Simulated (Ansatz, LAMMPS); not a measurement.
## Molecular dynamics of amorphous 59Ga2O3-41P2O5 (mol %) (128 atoms)

How do the atoms of amorphous 59Ga2O3-41P2O5 (mol %) (128 atoms) move, and what local order do they keep?

Method: Kohn-Sham DFT, revPBE, PAW (set soft_2), plane waves, in Ansatz 0.2.0.

### 1. The structure

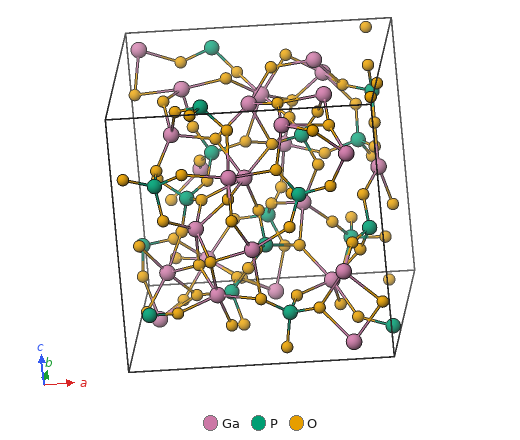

The starting structure, seen slightly off an axis (gallium pink, phosphorus teal, oxygen orange). Bonds to atoms that aren't drawn are left out. Some periodic images of atoms are drawn too.

The cell holds 128 atoms: 26 Ga, 18 P and 84 O. Cell: a = 11.458 Å, b = 11.458 Å, c = 11.458 Å, α = 90.0°, β = 90.0°, γ = 90.0°. 128 atoms (26 Fe, 18 P, 84 O) placed at random at 3.33 g/cm³, melted at 5000 K for 10 ps at fixed volume with the Morse and Coulomb pair potential with partial charges (Pedone, Malavasi, Menziani, Cormack and Segre, J. Phys. Chem. B 110, 11780 (2006)). Quenched from 5000 K to 300 K at 100 K/ps and fixed volume, held 10 ps at zero pressure, then minimised at fixed cell. Then Fe was replaced by Ga and the cell scaled by 1.005 (the potential has no terms for the new elements, so the cell is a start for a DFT relaxation).

Limits known from the start: The quench rate of 100 K/ps far exceeds what a furnace or splat quench reaches, so expect more defects and frozen-in strain than in a real sample. The network of bonds at the start is that of the classical potential that made the cell. The Brillouin zone is sampled at Γ only, in a cell whose shortest periodic width is 11 Å.

### 2. Single point at the start

The forces at the start show how far the geometry lies from a minimum of this functional.

Contents of input.yaml:

```yaml
crystal:
  lattice:
    - [11.45846, 0.0, 0.0]
    - [0.0, 11.45846, 0.0]
    - [0.0, 0.0, 11.45846]
  atoms:
    - { symbol: Ga, position: [0.94636, 0.57109, 0.56067] }
    - { symbol: Ga, position: [0.75142, 0.39916, 0.18327] }
    - { symbol: Ga, position: [0.50589, 0.80942, 0.79156] }
    - { symbol: Ga, position: [0.42987, 0.10167, 0.70808] }
    [... 118 atom lines left out ...]
    - { symbol: O, position: [0.56264, 0.49444, 0.69984] }
    - { symbol: O, position: [0.75656, 0.73617, 0.1024] }
    - { symbol: O, position: [0.15572, 0.70876, 0.0337] }
    - { symbol: O, position: [0.58842, 0.12809, 0.01979] }
    - { symbol: O, position: [0.71963, 0.58386, 0.57848] }
    - { symbol: O, position: [0.80189, 0.17189, 0.62964] }
kpoints:
  mp_grid: { grid: [1, 1, 1] }
hamiltonian:
  xc: revpbe
scf:
  occupations: { method: fixed }
output:
  forces: true
```

Command:

```sh
> ansatz run input.yaml --threads 4 --pin off --max-ram 8192MiB --backend cpu --events-out ev --progress --plain --runs-dir out
```

Elapsed: 51 s, on 4 threads of Arm Neoverse N1, shared host; peak memory 2.4 GiB.

Numbers from this run:

* free energy: -159900.5297 eV
* free energy per atom: -1249.2229 eV/atom
* SCF cycles: 10
* r.m.s. force component: 1.068 eV/Å
* longest force: 3.934 eV/Å
* Fermi energy: 5.953 eV

The r.m.s. force component of 1.1 eV/Å sets the starting point.

Neighbours are counted within 2.50 Å (O-Ga), 1.98 Å (O-P).

Length of the force by element and coordination:

```
element  coordination  atoms  mean length of the force (eV/Å)  spread  least   most
     Ga           all     26                             1.18   0.474  0.346   2.19
     Ga             4      2                             1.32   0.875  0.445   2.19
     Ga             5     12                             1.22   0.340  0.732   1.64
     Ga             6     12                             1.12   0.485  0.346   1.97
      O           all     84                             1.72   0.878  0.219   3.93
      O             2     43                             1.68   0.740  0.400   2.88
      O             3     38                             1.85   0.983  0.219   3.93
      O             4      3                            0.626   0.260  0.377  0.986
      P           all     18                             1.98   0.800  0.620   3.47
```

### 3. Dynamics started at 300 K

A Nosé–Hoover thermostat steers the temperature while disturbing the dynamics little. The time step is 1.0 fs.

Changes to input.yaml since step 2:

```diff
@@ -15 +15,8 @@
   forces: true
+md:
+  timestep: 1.0
+  n_steps: 120
+  ensemble: nvt_nose_hoover
+  temperature: 300
+  initial_velocities: maxwell_boltzmann
+  seed: 9588
```

Elapsed: 60 min, on 4 threads; peak memory 2.7 GiB.

The program notes that it switched symmetry off.

The trajectory, sampled:

```
time (fs)  T (K)  potential (meV/atom)  conserved (meV/atom)
      0.0    300                   0.0                  0.00
      8.0    411                 -14.4                 -0.09
     16.0    335                  -4.7                 -0.02
     24.0    334                  -4.9                 -0.03
     32.0    407                 -14.7                 -0.07
     40.0    411                 -15.8                 -0.04
     48.0    442                 -20.8                 -0.08
     56.0    400                 -16.5                 -0.03
     64.0    487                 -29.3                 -0.10
     72.0    406                 -20.6                 -0.04
     80.0    421                 -24.0                 -0.07
     88.0    418                 -25.0                 -0.07
     96.0    416                 -26.0                 -0.07
    104.0    420                 -27.8                 -0.08
    112.0    405                 -26.9                 -0.07
    120.0    412                 -28.9                 -0.08
```

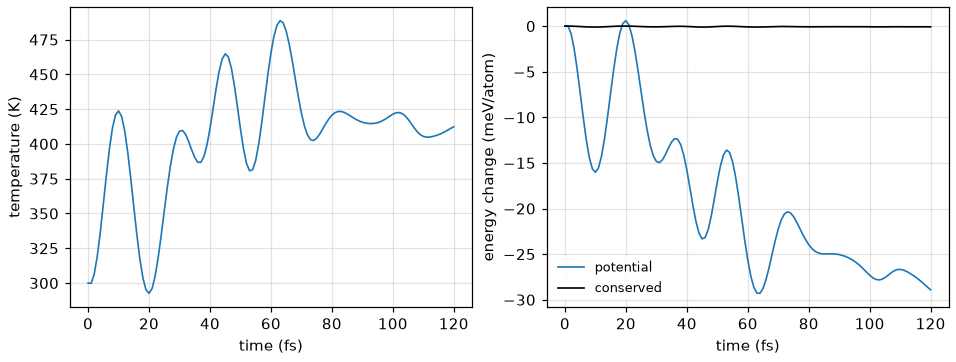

Temperature and energies against time.

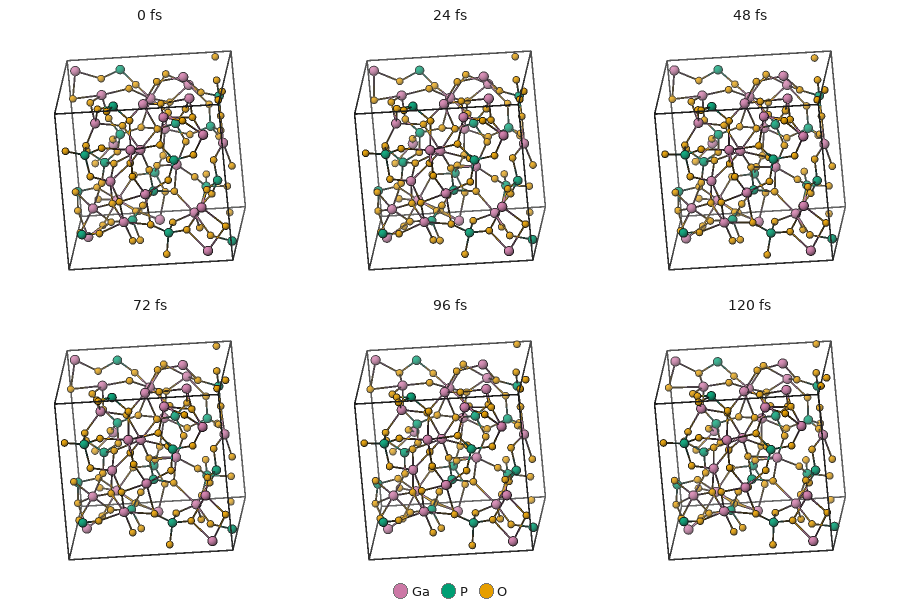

6 frames of the run. Bonds to atoms that aren't drawn are left out.

Mean square displacement from the first frame to the last: Ga 0.089 Å², P 0.076 Å², O 0.11 Å².

Mean square displacement against time lag:

```
time lag (fs)  Ga (Å²)   O (Å²)   P (Å²)
          1.0   1.6e-5   6.1e-5   3.4e-5
          5.0   3.9e-4  0.00149   8.2e-4
         10.0  0.00154  0.00551  0.00299
         15.0  0.00342   0.0109  0.00585
         18.0  0.00487   0.0144  0.00760
         23.0  0.00777   0.0199   0.0103
         28.0   0.0112   0.0251   0.0126
         32.0   0.0143   0.0293   0.0144
         37.0   0.0185   0.0347   0.0169
         42.0   0.0230   0.0403   0.0198
         45.0   0.0258   0.0438   0.0217
         50.0   0.0306   0.0494   0.0252
         55.0   0.0355   0.0547   0.0289
         60.0   0.0404   0.0597   0.0329
```

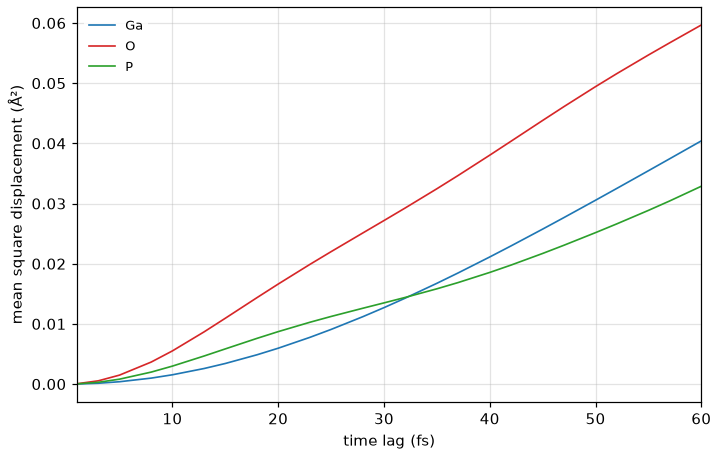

Mean square displacement, plotted against time lag.

Over the second half of 120 fs the temperature averages 423 K, falling from about 450 to 408 K (means over the first and last quarter of that half). The conserved energy stays within 0.11 meV/atom. From first frame to last O has the largest mean square displacement, 0.11 Å² at the end; the farthest move is 0.70 Å. The mean temperature of 423 K lies well off the 300 K of the input, so the thermostat hasn't yet brought the run to equilibrium. The count of bonds goes from 212 in the first frame to 205 in the last, by one set of cutoffs: 10 pairs passed out of them and 3 came within. The run spans 0.12 ps, too short for its means to be equilibrium values.

### 4. Local order late in the run

The g(r) is a mean over the second half; what follows it is taken at the last frame.

Bonds before and after, by the cutoffs listed below:

```
pair  bonds before  bonds after  mean before (Å)  mean after (Å)  spread before (Å)  spread after (Å)
O-Ga           140          133            2.050           1.994              0.137             0.159
 O-P            72           72            1.529           1.574              0.019             0.053
```

Density 4.10 g/cm³, 11.75 Å³ an atom.

Mean of 14 frames. Pair distribution functions g(r), in bins of 0.2 Å:

```
r (Å)  total   O-O  O-Ga    O-P  Ga-Ga  Ga-P   P-P
 1.40   0.22  0.00  0.00   1.19   0.00  0.00  0.00
 1.60   1.90  0.00  0.00  10.29   0.00  0.00  0.00
 1.80   0.80  0.00  2.86   0.23   0.00  0.00  0.00
 2.00   1.32  0.00  4.94   0.00   0.00  0.00  0.00
 2.20   0.28  0.03  1.00   0.00   0.00  0.00  0.00
 2.40   0.56  1.01  0.46   0.00   0.00  0.00  0.00
 2.60   1.40  3.04  0.31   0.00   0.14  0.00  0.00
 2.80   0.95  1.84  0.31   0.07   1.03  0.21  0.55
 3.00   1.01  1.52  0.31   0.46   1.85  1.64  0.67
 3.20   1.15  1.01  0.54   1.09   1.58  5.22  0.45
 3.40   1.00  0.78  0.84   1.17   2.25  2.30  0.00
 3.60   0.95  0.60  1.28   1.10   1.79  1.12  0.32
 3.80   0.91  0.54  1.06   1.67   0.91  0.38  1.08
 4.00   1.04  0.74  1.21   1.52   0.66  0.98  1.25
 4.20   1.12  0.78  1.58   1.42   0.63  0.54  2.25
 4.40   1.09  0.88  1.51   1.14   0.80  0.65  1.58
 4.60   1.02  1.14  1.16   0.76   0.45  0.60  1.12
 4.80   1.05  1.29  0.98   0.71   0.51  0.91  1.29
 5.00   1.00  1.23  0.77   0.80   0.72  1.02  1.47
 5.20   0.98  1.15  0.67   1.02   0.94  1.01  0.83
 5.40   0.99  1.20  0.70   0.91   1.14  0.83  1.25
 5.60   0.92  0.96  0.76   0.93   1.25  1.20  0.85
```

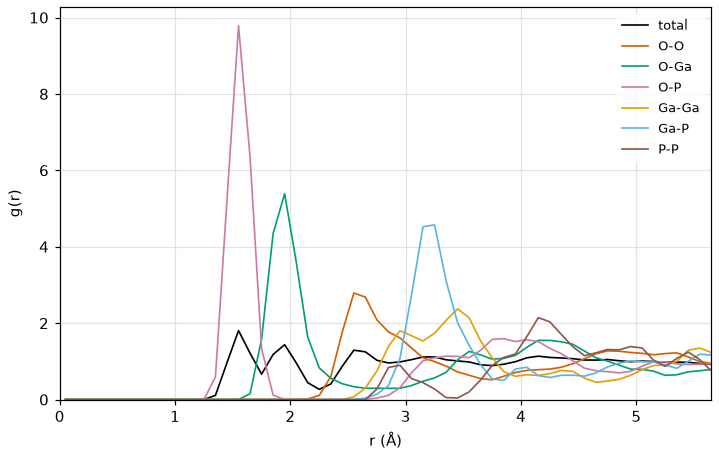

Pair distribution functions, lightly smoothed.

Bonds by pair of elements; cutoffs follow the first minimum of g(r), held within bounds set by covalent radii, and pairs that aren't listed don't count as bonded:

```
pair A-B  cutoff (Å)  bonds  mean length (Å)  spread (Å)  shortest (Å)  B about A  A about B
    O-Ga         2.5    133             1.99       0.159          1.75       1.58       5.12
     O-P        2.08     72             1.57       0.053          1.48      0.857          4
```

How many atoms have how many bonded neighbours:

```
element  mean   2   3   4   5  6
     Ga  5.12   0   0   4  15  7
      O  2.44  52  27   5   0  0
      P     4   0   0  18   0  0
```

Bond angles, per cent of each kind in bins of 5°:

```
angle (°)  O-Ga-O  O-P-O  Ga-O-P  Ga-O-Ga
    60–65     0.4    0.0     0.0      0.0
    65–70     1.8    0.0     0.0      0.0
    70–75     4.3    0.0     0.0      0.0
    75–80     6.8    0.0     0.0      0.0
    80–85    10.8    0.0     0.0      3.9
    85–90    10.0    0.0     1.2      7.7
    90–95    10.8    1.8     0.0     10.3
   95–100     9.3    3.7     0.0     12.8
  100–105     8.6   16.7     0.0      7.7
  105–110     6.5   27.8     2.5     11.5
  110–115     4.3   36.1     2.5      6.4
  115–120     3.2   11.1     8.6      9.0
  120–125     1.8    2.8    14.8      6.4
  125–130     3.6    0.0    18.5     11.5
  130–135     1.1    0.0    18.5      5.1
  135–140     1.1    0.0    12.3      1.3
  140–145     1.8    0.0     8.6      2.6
  145–150     2.1    0.0     3.7      0.0
  150–155     1.4    0.0     4.9      1.3
  155–160     1.4    0.0     1.2      1.3
  160–165     5.4    0.0     1.2      0.0
  165–170     1.8    0.0     1.2      0.0
  170–175     1.4    0.0     0.0      1.3
  175–180     0.4    0.0     0.0      0.0
```

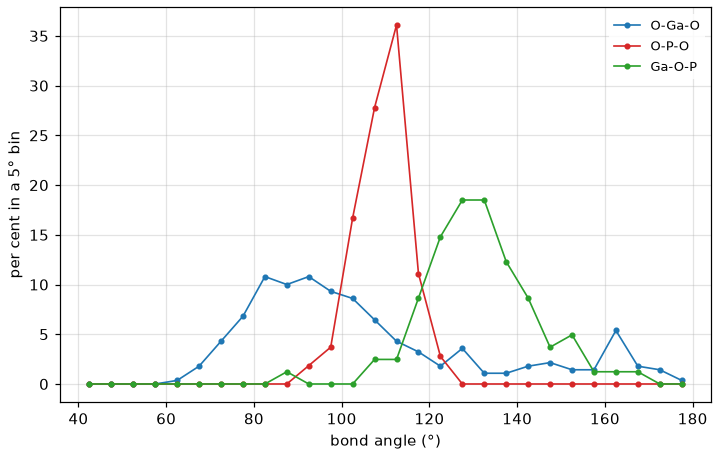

Distributions of the most common bond angles.

Bond angles (no mean is given where the spread exceeds 20°):

```
  angle  count  mean (°)  spread (°)
 O-Ga-O    279         -           -
  O-P-O    108       109         5.7
 Ga-O-P     81       131        12.5
Ga-O-Ga     78       111        18.4
  P-O-P      4       135        13.1
```

Oxygen atoms by the number of network formers (Si, P, Ge, B, Al, As, Ga) bound to them:

```
network formers bound to O  O atoms  per cent
                         0        0         0
                         1        0         0
                         2       52      61.9
                         3       27      32.1
                         4        5         6
```

Network units: each former by its oxygen neighbours and how many of them bridge to another former:

```
former  O neighbours  bridging O  atoms
     P             4           4     18
    Ga             4           4      4
    Ga             5           5     15
    Ga             6           6      7
```

Bond length by coordination (bonds to H left out):

```
element  coordination  atoms  mean bond length (Å)
     Ga             4      4                   1.9
     Ga             5     15                  1.99
     Ga             6      7                  2.04
      O             2     52                  1.74
      O             3     27                  1.93
      O             4      5                  2.08
```

Rings of the network by King's shortest-path rule, up to 12 atoms, one path for each pair of neighbours; H, halogens, alkali and alkaline-earth atoms are left out, and the last column divides by all other atoms, bonded or not:

```
ring size (atoms)  rings  per network atom
                4     20             0.156
                6     47             0.367
                8     66             0.516
               10     62             0.484
               12     24             0.188
```

For some of the pairs, g(r) has its first main peak near 2.6 Å (O-O), 1.9 Å (O-Ga), 1.6 Å (O-P) and 3.2 Å (Ga-P). Counting bonds as in the table, 58 % of Ga atoms have 5, 62 % of O atoms have 2 and all P atoms have 4 bonded neighbours. 62 % of the oxygens bridge two formers (P and Ga) and 0 % are non-bridging; 32 % join three; 6 % join four. The commonest Ga unit has 5 oxygens, 5 of them shared with other formers (15 of 26 atoms). Rings of 8 atoms are the most common (30 % of those counted); sizes run from 4 to 12, where the search stops.

### 5. Single point at the last frame

The last frame is solved once more, with the analyses that the dynamics left out.

Contents of input.yaml:

```yaml
crystal:
  lattice:
    - [11.45846, 0.0, 0.0]
    - [0.0, 11.45846, 0.0]
    - [0.0, 0.0, 11.45846]
  atoms:
    - { symbol: Ga, position: [0.94327, 0.58678, 0.54124] }
    - { symbol: Ga, position: [0.75917, 0.40107, 0.17703] }
    - { symbol: Ga, position: [0.4966, 0.78858, 0.7979] }
    - { symbol: Ga, position: [0.40656, 0.11761, 0.70326] }
    [... 118 atom lines left out ...]
    - { symbol: O, position: [0.54502, 0.51314, 0.70345] }
    - { symbol: O, position: [0.75516, 0.75735, 0.1121] }
    - { symbol: O, position: [0.14432, 0.71044, 0.01748] }
    - { symbol: O, position: [0.62713, 0.1163, 0.0182] }
    - { symbol: O, position: [0.71049, 0.57556, 0.55476] }
    - { symbol: O, position: [0.78927, 0.18057, 0.62161] }
kpoints:
  mp_grid: { grid: [1, 1, 1] }
hamiltonian:
  xc: revpbe
scf:
  occupations: { method: fixed }
output:
  forces: true
  stress: true
  populations: true
  dos:
    method: { smearing: { sigma: 0.1 } }
    de: 0.1
    projected: { site_lists: { Ga: [Ga], O: [O], P: [P] } }
  eigenvalues: true
  write_density: true
  write_potential: true
  volumetric_format: npy
  elf: true
```

It took 89 s on 4 threads; peak memory 2.6 GiB; 5.8 min of CPU time.

Read from the output:

```yaml
free_energy: -159904.2309 eV
free_energy_per_atom: -1249.2518 eV/atom
scf_cycles: 10
pressure: 2.054 GPa
r_m_s_force_component: 0.8979 eV/Å
longest_force: 3.746 eV/Å
fermi_energy: 6.005 eV
spacing_of_highest_filled_and_lowest_empty_level: 1.945 eV
spilling_of_the_projection: 0.00906
```

Neighbours are counted within 2.50 Å (O-Ga), 2.08 Å (O-P), the cutoffs taken from the dynamics.

Length of the force by element and coordination:

```
element  coordination  atoms  mean length of the force (eV/Å)  spread  least  most
     Ga           all     26                             1.11   0.536  0.243  2.58
     Ga             4      4                            0.979   0.302  0.650  1.45
     Ga             5     15                             1.22   0.594  0.457  2.58
     Ga             6      7                            0.956   0.446  0.243  1.34
      O           all     84                             1.31   0.698  0.107  3.05
      O             2     52                             1.34   0.702  0.107  2.77
      O             3     27                             1.31   0.733  0.227  3.05
      O             4      5                             1.06   0.291  0.602  1.39
      P           all     18                             2.01   0.819  0.961  3.75
```

[end of part 1 of 2]

[Logs are printed without paths, hosts, clocks, repeated set-up lines and the standing remarks that a program may print on its own settings, such as how far it seeks lower states.]

[Hosts, paths, dates, database ids (printed as entryN), source tags and the programs' standing remarks are cut or masked in the printed files.]
